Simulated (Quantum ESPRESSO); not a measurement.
# Collinear magnetic orders of NiCl2 with Quantum ESPRESSO, part 2 of 3

Aim: find out which collinear order of NiCl2 costs least.

Quantum ESPRESSO 7.5; PBEsol with U = 6 eV on Ni d (ortho-atomic projectors); plane waves with GBRV 1.5 PBEsol potentials, no spin-orbit coupling.

So far, absolute magnetization (μB): step 2 (start 1: ferro +) 2.05.

The database entry behind the starting cell differs from later determinations by our own check (an axis about 1.8 % long against later determinations), so it need not match the best structure at ambient conditions.

### Step 3. Run 2, typed as antiferro q=(0,0,1/2) +−

This order needs a doubled cell of 6 atoms. The wavevector q is in fractions of the reciprocal vectors of the crystal's primitive cell, as the cells of these inputs are built from it; moments change sign between cells as cos(2π q·R).

pw.in

```
&CONTROL
  calculation = 'scf'
  prefix = 'pwscf'
  outdir = './tmp'
  pseudo_dir = './pseudo'
  disk_io = 'nowf'
/
&SYSTEM
  ibrav = 0
  nat = 6
  ntyp = 3
  ecutwfc = 40
  ecutrho = 280
  nbnd = 43
  occupations = 'smearing'
  smearing = 'fd'
  degauss = 0.00367493
  nspin = 2
  starting_magnetization(1) = 0.1111
  starting_magnetization(2) = -0.1111
  starting_magnetization(3) = 0
/
&ELECTRONS
  conv_thr = 1.2d-08
  electron_maxstep = 150
  mixing_beta = 0.3
/
ATOMIC_SPECIES
Ni1    58.6934 ni_pbesol_v1.4.uspp.F.UPF
Ni2    58.6934 ni_pbesol_v1.4.uspp.F.UPF
Cl     35.4500 cl_pbesol_v1.4.uspp.F.UPF
CELL_PARAMETERS angstrom
   1.7715000000    1.0227760019    5.7783333333
  -1.7715000000    1.0227760019    5.7783333333
   0.0000000000   -4.0911040074   11.5566666666
ATOMIC_POSITIONS crystal
Ni1     0.0000000000    0.0000000000    0.0000000000
Ni2     0.0000000000    0.0000000000    0.5000000000
Cl      0.2500000000    0.2500000000    0.1250000000
Cl      0.2500000000    0.2500000000    0.6250000000
Cl      0.7500000000    0.7500000000    0.3750000000
Cl      0.7500000000    0.7500000000    0.8750000000
K_POINTS automatic
6 6 3 0 0 0
HUBBARD {ortho-atomic}
U Ni1-3d 6.0000
U Ni2-3d 6.0000
```

On the command line:

```bash
$ OMP_NUM_THREADS=1 mpirun -n 4 pw.x -nk 4 -in pw.in > pw.out
```

Log:

```text
[banner, memory and clock lines left out]
Program PWSCF v.7.5 starts

     Message from routine setup:
     using ibrav=0 with symmetry is DISCOURAGED, use correct ibrav instead

     bravais-lattice index     =            0
     lattice parameter (alat)  =      11.5835  a.u.
     unit-cell volume          =     847.8170 (a.u.)^3
     number of atoms/cell      =            6
     number of atomic types    =            3
     number of electrons       =        64.00
     number of Kohn-Sham states=           43
     kinetic-energy cutoff     =      40.0000  Ry
     charge density cutoff     =     280.0000  Ry
     scf convergence threshold =      1.2E-08
     mixing beta               =       0.3000
     number of iterations used =            8  plain     mixing
     Exchange-correlation= SLA  PW   PSX  PSC
                           (   1   4  10   8   0   0   0)
     Hubbard projectors: ortho-atomic
     Hubbard parameters of DFT+U (Dudarev formulation) in eV:
     U(Ni1-3d) =  6.0000
     U(Ni2-3d) =  6.0000

     Internal variables: lda_plus_u =T, lda_plus_u_kind = 0

     Internal variables: orbital_resolved =F, hub_pot_fix =F, apply_U = F

     celldm(1)=  11.583485  celldm(2)=   0.000000  celldm(3)=   0.000000
     celldm(4)=   0.000000  celldm(5)=   0.000000  celldm(6)=   0.000000

     crystal axes: (cart. coord. in units of alat)
               a(1) = (   0.289002   0.166855   0.942676 )
               a(2) = (  -0.289002   0.166855   0.942676 )
               a(3) = (   0.000000  -0.667421   1.885351 )

     reciprocal axes: (cart. coord. in units 2 pi/alat)
               b(1) = (  1.730092  0.998869  0.353603 )
               b(2) = ( -1.730092  0.998869  0.353603 )
               b(3) = (  0.000000 -0.998869  0.176802 )

     PseudoPot. # 1 for Ni read from file:
     ni_pbesol_v1.4.uspp.F.UPF
     Pseudo is Ultrasoft + core correction, Zval = 18.0

     PseudoPot. # 2 for Ni read from file:
     ni_pbesol_v1.4.uspp.F.UPF
     Pseudo is Ultrasoft + core correction, Zval = 18.0

     PseudoPot. # 3 for Cl read from file:
     cl_pbesol_v1.4.uspp.F.UPF
     Pseudo is Ultrasoft + core correction, Zval =  7.0

     atomic species   valence    mass     pseudopotential
     Ni1              18.00    58.69340     Ni( 1.00)
     Ni2              18.00    58.69340     Ni( 1.00)
     Cl                7.00    35.45000     Cl( 1.00)

     Starting magnetic structure
     atomic species   magnetization
     Ni1             0.111
     Ni2            -0.111
     Cl              0.000

      4 Sym. Ops., with inversion, found

   Cartesian axes

     site n.     atom                  positions (alat units)
         1        Ni1    tau(   1) = (   0.0000000   0.0000000   0.0000000  )
         2        Ni2    tau(   2) = (   0.0000000  -0.3337107   0.9426755  )
         3        Cl     tau(   3) = (   0.0000000   0.0000000   0.7070066  )
         4        Cl     tau(   4) = (   0.0000000  -0.3337107   1.6496822  )
         5        Cl     tau(   5) = (   0.0000000   0.0000000   2.1210199  )
         6        Cl     tau(   6) = (   0.0000000  -0.3337107   3.0636955  )

     number of k points=    34  Fermi-Dirac smearing, width (Ry)=  0.0037
                       cart. coord. in units 2pi/alat
        k(    1) = (   0.0000000   0.0000000   0.0000000), wk =   0.0092593
        k(    2) = (   0.0000000  -0.3329564   0.0589339), wk =   0.0185185
        k(    3) = (  -0.2883487   0.1664782   0.0589339), wk =   0.0370370
        k(    4) = (  -0.2883487  -0.1664782   0.1178678), wk =   0.0370370
        k(    5) = (  -0.2883487   0.4994346  -0.0000000), wk =   0.0370370
        [... 29 further k-points ...]

     Dense  grid:    67141 G-vectors     FFT dimensions: (  64,  64, 125)

     Smooth grid:    29049 G-vectors     FFT dimensions: (  48,  48,  96)

     Check: negative core charge=   -0.000006
     Generating pointlists ...
     new r_m :   0.1685 (alat units)  1.9521 (a.u.) for type    1
     new r_m :   0.1685 (alat units)  1.9521 (a.u.) for type    2
     new r_m :   0.1685 (alat units)  1.9521 (a.u.) for type    3

     Initial potential from superposition of free atoms

     starting charge      60.0000, renormalised to      64.0000

     negative rho (up, down):  3.307E-02 3.307E-02

     STARTING HUBBARD OCCUPATIONS:

     =================== HUBBARD OCCUPATIONS ===================
     ------------------------ ATOM    1 ------------------------
     Tr[ns(  1)] (up, down, total) =   5.00000  3.00000  8.00000
     Atomic magnetic moment for atom   1 =   2.00000
     [... lines left out ...]
     ------------------------ ATOM    2 ------------------------
     Tr[ns(  2)] (up, down, total) =   3.00000  5.00000  8.00000
     Atomic magnetic moment for atom   2 =  -2.00000
     [... lines left out ...]
     Number of occupied Hubbard levels =   16.0000

     Atomic wfc used for Hubbard projectors are orthogonalized

     Starting wfcs are   42 randomized atomic wfcs +    1 random wfcs

     Self-consistent Calculation

     iteration #  1     ecut=    40.00 Ry     beta= 0.30
     Davidson diagonalization with overlap
     ethr =  1.00E-02,  avg # of iterations =  7.0

     =================== HUBBARD OCCUPATIONS ===================
     ------------------------ ATOM    1 ------------------------
     Tr[ns(  1)] (up, down, total) =   3.71304  0.47583  4.18887
     Atomic magnetic moment for atom   1 =   3.23720
     [... lines left out ...]
     ------------------------ ATOM    2 ------------------------
     Tr[ns(  2)] (up, down, total) =   0.47544  3.71141  4.18685
     Atomic magnetic moment for atom   2 =  -3.23597
     [... lines left out ...]
     Number of occupied Hubbard levels =    8.3757

     negative rho (up, down):  3.231E-02 3.230E-02

     total energy              =    -803.89301386 Ry
     estimated scf accuracy    <      44.61970163 Ry

     total magnetization       =    -0.00 Bohr mag/cell
     absolute magnetization    =     7.18 Bohr mag/cell

     iteration #  2     ecut=    40.00 Ry     beta= 0.30
     Davidson diagonalization with overlap
     ethr =  1.00E-02,  avg # of iterations =  3.7

     negative rho (up, down):  3.091E-02 3.090E-02

     total energy              =    -816.28887635 Ry
     estimated scf accuracy    <      30.86255505 Ry

     total magnetization       =    -0.00 Bohr mag/cell
     absolute magnetization    =     0.37 Bohr mag/cell

     [... further iterations left out ...]

     iteration # 17     ecut=    40.00 Ry     beta= 0.30
     Davidson diagonalization with overlap
     ethr =  1.44E-10,  avg # of iterations =  2.1

     negative rho (up, down):  2.961E-02 2.960E-02

     total energy              =    -819.01615680 Ry
     estimated scf accuracy    <       0.00000025 Ry

     total magnetization       =    -0.00 Bohr mag/cell
     absolute magnetization    =     3.87 Bohr mag/cell

     iteration # 18     ecut=    40.00 Ry     beta= 0.30
     Davidson diagonalization with overlap
     ethr =  1.44E-10,  avg # of iterations =  2.0

     negative rho (up, down):  2.961E-02 2.960E-02

     Magnetic moment per site  (integrated on atomic sphere of radius R)
     atom   1 (R=0.169)  charge= 16.2670  magn=  1.7141
     atom   2 (R=0.169)  charge= 16.2667  magn= -1.7141
     atom   3 (R=0.169)  charge=  5.4626  magn=  0.0401
     atom   4 (R=0.169)  charge=  5.4629  magn= -0.0401
     atom   5 (R=0.169)  charge=  5.4629  magn= -0.0401
     atom   6 (R=0.169)  charge=  5.4626  magn=  0.0401

     End of self-consistent calculation

     =================== HUBBARD OCCUPATIONS ===================
     ------------------------ ATOM    1 ------------------------
     Tr[ns(  1)] (up, down, total) =   4.98257  3.27236  8.25493
     Atomic magnetic moment for atom   1 =   1.71022
     [... lines left out ...]
     ------------------------ ATOM    2 ------------------------
     Tr[ns(  2)] (up, down, total) =   3.27236  4.98257  8.25493
     Atomic magnetic moment for atom   2 =  -1.71022
     [... lines left out ...]
     Number of occupied Hubbard levels =   16.5099

     [... lines left out ...]
     the Fermi energy is     5.3579 ev

!    total energy              =    -819.01615713 Ry
     estimated scf accuracy    <          9.7E-09 Ry
     smearing contrib. (-TS)   =      -0.00000000 Ry
     internal energy E=F+TS    =    -819.01615713 Ry

     The total energy is F=E-TS. E is the sum of the following terms:
     one-electron contribution =    -722.26962112 Ry
     hartree contribution      =     380.47472830 Ry
     xc contribution           =    -107.44524493 Ry
     ewald contribution        =    -369.90567799 Ry
     Hubbard energy            =       0.12965861 Ry

     total magnetization       =     0.00 Bohr mag/cell
     absolute magnetization    =     3.86 Bohr mag/cell

     convergence has been achieved in  18 iterations
```

Elapsed: 3.7 min, on 4 MPI ranks of Arm Neoverse V1, shared host; peak memory 0.98 GiB; 15 min of CPU time.

Spin moment in the atom's sphere by atom:

```csv
atom,spin moment in the atom's sphere (μB)
Ni1,1.71
Ni2,-1.71
Cl3,0.04
Cl4,-0.04
Cl5,-0.04
Cl6,0.04
```

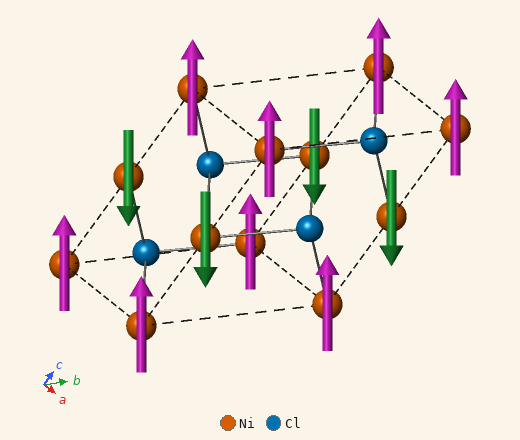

Spin moment in the atom's sphere as arrows, the longest 1.71 μB. Up and down stand for the sign. Arrows give size and sign along the axis of quantisation, drawn up and down the page. The two directions have two colours. Bonds to atoms that aren't drawn are left out. Some periodic images of atoms are drawn too.

Numbers from this step:

```
smearing term TS       : 1.33e-12 eV
magnetization          : 0 μB
absolute magnetization : 3.865 μB
final state            : antiferromagnetic
```

### Step 4. Start 3: antiferro q=(1/2,1/2,1/2) +−

This order needs a doubled cell of 6 atoms.

pw.in

```
&CONTROL
  calculation = 'scf'
  prefix = 'pwscf'
  outdir = './tmp'
  pseudo_dir = './pseudo'
  disk_io = 'nowf'
/
&SYSTEM
  ibrav = 0
  nat = 6
  ntyp = 3
  ecutwfc = 40
  ecutrho = 280
  nbnd = 43
  occupations = 'smearing'
  smearing = 'fd'
  degauss = 0.00367493
  nspin = 2
  starting_magnetization(1) = 0.1111
  starting_magnetization(2) = -0.1111
  starting_magnetization(3) = 0
/
&ELECTRONS
  conv_thr = 1.2d-08
  electron_maxstep = 150
  mixing_beta = 0.3
/
ATOMIC_SPECIES
Ni1    58.6934 ni_pbesol_v1.4.uspp.F.UPF
Ni2    58.6934 ni_pbesol_v1.4.uspp.F.UPF
Cl     35.4500 cl_pbesol_v1.4.uspp.F.UPF
CELL_PARAMETERS angstrom
   3.5430000000    2.0455520038   11.5566666666
   0.0000000000    2.0455520038   11.5566666666
   1.7715000000   -1.0227760018   11.5566666666
ATOMIC_POSITIONS crystal
Ni1     0.0000000000    0.0000000000    0.0000000000
Ni2     0.5000000000    0.0000000000    0.0000000000
Cl      0.8750000000    0.2500000000    0.2500000000
Cl      0.3750000000    0.2500000000    0.2500000000
Cl      0.6250000000    0.7500000000    0.7500000000
Cl      0.1250000000    0.7500000000    0.7500000000
K_POINTS automatic
3 6 6 0 0 0
HUBBARD {ortho-atomic}
U Ni1-3d 6.0000
U Ni2-3d 6.0000
```

Log:

```text
     [... lines left out ...]
Program PWSCF v.7.5 starts
     [... lines left out ...]
     number of atoms/cell      =            6
     [... lines left out ...]
     number of electrons       =        64.00
     number of Kohn-Sham states=           43
     kinetic-energy cutoff     =      40.0000  Ry
     charge density cutoff     =     280.0000  Ry
     scf convergence threshold =      1.2E-08
     [... lines left out ...]
     12 Sym. Ops., with inversion, found
     [... lines left out ...]
     number of k points=    16  Fermi-Dirac smearing, width (Ry)=  0.0037
     [... lines left out ...]
     iteration # 18     ecut=    40.00 Ry     beta= 0.30
     [... lines left out ...]
     Magnetic moment per site  (integrated on atomic sphere of radius R)
     atom   1 (R=0.084)  charge= 16.2691  magn=  1.7075
     atom   2 (R=0.084)  charge= 16.2692  magn= -1.7075
     atom   3 (R=0.084)  charge=  5.4623  magn= -0.1178
     atom   4 (R=0.084)  charge=  5.4622  magn=  0.1178
     atom   5 (R=0.084)  charge=  5.4622  magn=  0.1178
     atom   6 (R=0.084)  charge=  5.4623  magn= -0.1178
     [... lines left out ...]
     Tr[ns(  1)] (up, down, total) =   4.98258  3.27667  8.25925
     [... lines left out ...]
     Tr[ns(  2)] (up, down, total) =   3.27666  4.98258  8.25924
     [... lines left out ...]
     the Fermi energy is     5.2697 ev
!    total energy              =    -819.01722194 Ry
     estimated scf accuracy    <          9.5E-09 Ry
     smearing contrib. (-TS)   =      -0.00000000 Ry
     [... lines left out ...]
     total magnetization       =    -0.00 Bohr mag/cell
     absolute magnetization    =     4.07 Bohr mag/cell
     convergence has been achieved in  18 iterations
```

Wall time 7.6 min (4 MPI ranks); peak memory 2.6 GiB; 30 min of CPU time.

Spin moment in the atom's sphere by atom:

| atom | spin moment in the atom's sphere (μB) |
| --- | --- |
| Ni1 | 1.71 |
| Ni2 | -1.71 |
| Cl3 | -0.12 |
| Cl4 | 0.12 |
| Cl5 | 0.12 |
| Cl6 | -0.12 |

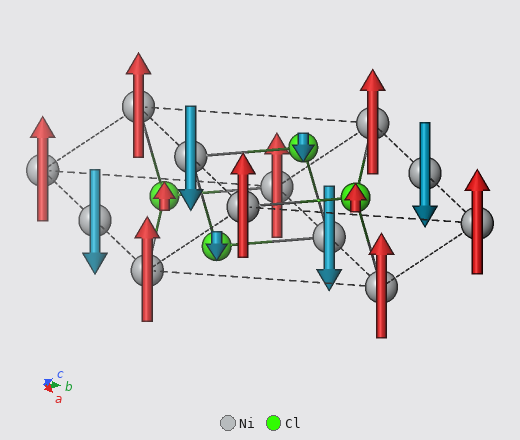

Spin moment in the atom's sphere as arrows, the longest 1.71 μB. Up and down stand for the sign. Arrows give size and sign along the axis of quantisation, drawn up and down the page. Each arrow also spans its atom, so small moments look longer than they are. The two directions have two colours. Bonds to atoms that aren't drawn are left out. Some periodic images of atoms are drawn too.

Numbers from this step:

```yaml
smearing_term_ts: 6.62e-13 eV
magnetization: 0 μB
absolute_magnetization: 4.069 μB
final_state: antiferromagnetic
```

### Step 5. The states side by side

An order is kept where moments of 0.15 μB or more survive with the typed signs; meshes match where a doubled cell samples the same k points as the first cell.

Orders:

| start | final state | typed order kept | energy over the lowest (meV a seeded atom) | largest site moment (μB) | net moment (μB a cell of the first run) | mesh matched | CPU time (s) |
| --- | --- | --- | --- | --- | --- | --- | --- |
| ferro + | ferromagnetic | yes | 1.677 | 1.709 | 2 | yes | 197.3 |
| antiferro q=(0,0,1/2) +- | antiferromagnetic | yes | 7.244 | 1.714 | 0 | yes | 896.4 |
| antiferro q=(1/2,1/2,1/2) +- | antiferromagnetic | yes | 0 | 1.707 | 0 | yes | 1820 |

### Step 6. The lowest state again, with its states saved

Changes to pw.in since step 4:

```diff
@@ -5,3 +5,3 @@
   pseudo_dir = './pseudo'
-  disk_io = 'nowf'
+  disk_io = 'low'
 /
@@ -9,2 +9,3 @@
   ibrav = 0
+  celldm(1) = 8
   nat = 6
@@ -13,3 +14,3 @@
   ecutrho = 280
-  nbnd = 43
+  nbnd = 47
   occupations = 'smearing'
@@ -31,6 +32,6 @@
 Cl     35.4500 cl_pbesol_v1.4.uspp.F.UPF
-CELL_PARAMETERS angstrom
-   3.5430000000    2.0455520038   11.5566666666
-   0.0000000000    2.0455520038   11.5566666666
-   1.7715000000   -1.0227760018   11.5566666666
+CELL_PARAMETERS alat
+   0.8369124574436    0.4831916326077    2.7298668641832
+   0.0000000000000    0.4831916326077    2.7298668641832
+   0.4184562287218   -0.2415958162802    2.7298668641832
 ATOMIC_POSITIONS crystal
```

Log:

```text
     [... lines left out ...]
Program PWSCF v.7.5 starts
     [... lines left out ...]
     number of atoms/cell      =            6
     [... lines left out ...]
     number of electrons       =        64.00
     number of Kohn-Sham states=           47
     kinetic-energy cutoff     =      40.0000  Ry
     charge density cutoff     =     280.0000  Ry
     scf convergence threshold =      1.2E-08
     [... lines left out ...]
     12 Sym. Ops., with inversion, found
     [... lines left out ...]
     number of k points=    16  Fermi-Dirac smearing, width (Ry)=  0.0037
     [... lines left out ...]
     iteration # 19     ecut=    40.00 Ry     beta= 0.30
     [... lines left out ...]
     Magnetic moment per site  (integrated on atomic sphere of radius R)
     atom   1 (R=0.244)  charge= 16.2690  magn=  1.7075
     atom   2 (R=0.244)  charge= 16.2691  magn= -1.7075
     atom   3 (R=0.244)  charge=  5.4623  magn= -0.1178
     atom   4 (R=0.244)  charge=  5.4622  magn=  0.1178
     atom   5 (R=0.244)  charge=  5.4622  magn=  0.1178
     atom   6 (R=0.244)  charge=  5.4623  magn= -0.1178
     [... lines left out ...]
     Tr[ns(  1)] (up, down, total) =   4.98258  3.27662  8.25920
     [... lines left out ...]
     Tr[ns(  2)] (up, down, total) =   3.27662  4.98258  8.25920
     [... lines left out ...]
     the Fermi energy is     5.2717 ev
!    total energy              =    -819.01722194 Ry
     estimated scf accuracy    <          1.3E-09 Ry
     smearing contrib. (-TS)   =      -0.00000000 Ry
     [... lines left out ...]
     total magnetization       =    -0.00 Bohr mag/cell
     absolute magnetization    =     4.07 Bohr mag/cell
     convergence has been achieved in  19 iterations
```

Run time: 8.4 min. Hardware: 4 MPI ranks; peak memory 2.7 GiB; 34 min of CPU time.

This step gave:

```
smearing term TS       : 6.53e-13 eV
magnetization          : 0 μB
absolute magnetization : 4.069 μB
final state            : antiferromagnetic
largest moment         : 1.708 μB
```

(Continued in part 3 of 3.)

[Logs and program files are shortened in this print: banners, set-up blocks, solver, clock and traceback lines can be left out without a mark of their own.]

[Logs are printed without paths, hosts, clocks, repeated set-up lines and the standing remarks that a program may print on its own settings, such as how far it seeks lower states.]

[Hosts, paths, dates, database ids (printed as entryN), source tags and the programs' standing remarks are cut or masked in the printed files.]

[Where a cell is said to come from a database of computed structures, the database is the Materials Project.]
